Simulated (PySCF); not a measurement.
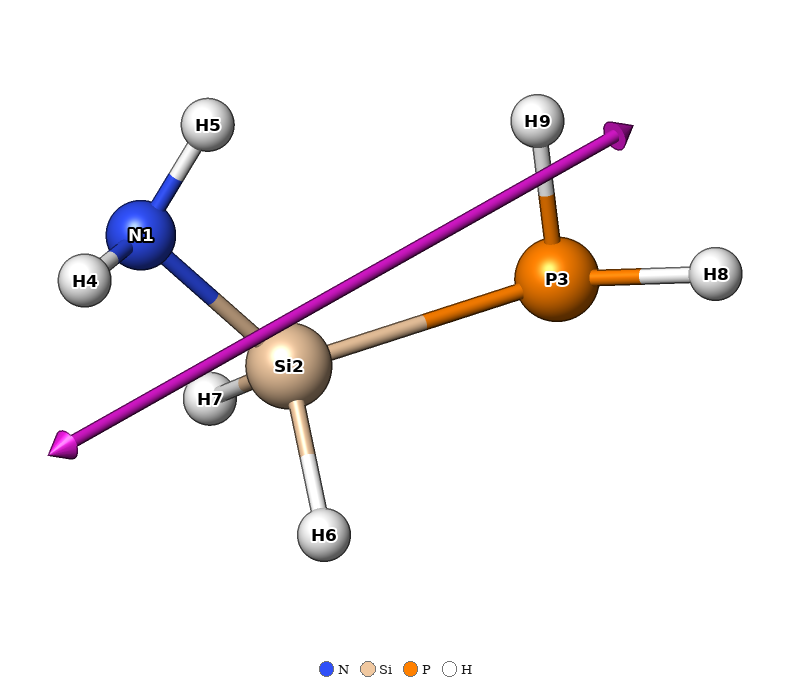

The double arrow shows the direction of the transition dipole to excited singlet state 1 (its length means nothing). Geometry: a frame of a GFN2-xTB molecular-dynamics simulation, not a minimum. Properties computed with TDDFT PBE0/def2-SVPD, vertical, gas phase, core orbitals frozen in the response (PySCF 2.14.0).

> Where does the transition lie, and how strong is it?

4.66 eV (266 nm), oscillator strength 0.037, mainly HOMO → LUMO (weight 0.96); transition dipole 1.45 D.
